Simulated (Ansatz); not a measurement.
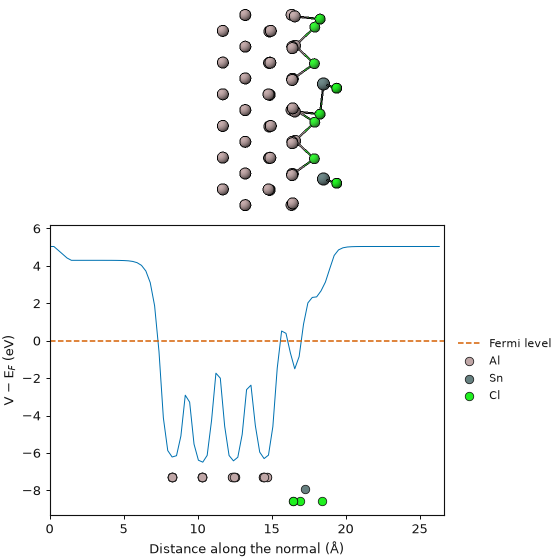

Plane-averaged electrostatic potential energy of an electron across the slab; circles at the bottom mark the heights of the atoms (positions after relaxation). The structure is drawn too. System: a (100) slab cut from Al (Fm-3m), of composition Al$_{36}$SnCl$_{4}$ (not the bulk's), ended by Al planes, 41 atoms in the cell. Method: DFT PBE+D3(BJ), scalar-relativistic, plane waves, PAW, no spin polarisation, 3×3×1 k mesh, 420 eV cutoff (Ansatz).

The work function is 5.04 eV at the right face and 4.30 eV at the left. The vacuum level is 0.74 eV higher at the right than at the left, so the slab carries a dipole along its normal; the ramp in the vacuum, at or near the edge of the plot, is the dipole correction that keeps each side flat. Some atoms were held fixed in the relaxation, which can itself make the faces differ. The outermost atoms are 10.1 Å apart, which leaves 16.5 Å of vacuum in a cell 26.6 Å high.
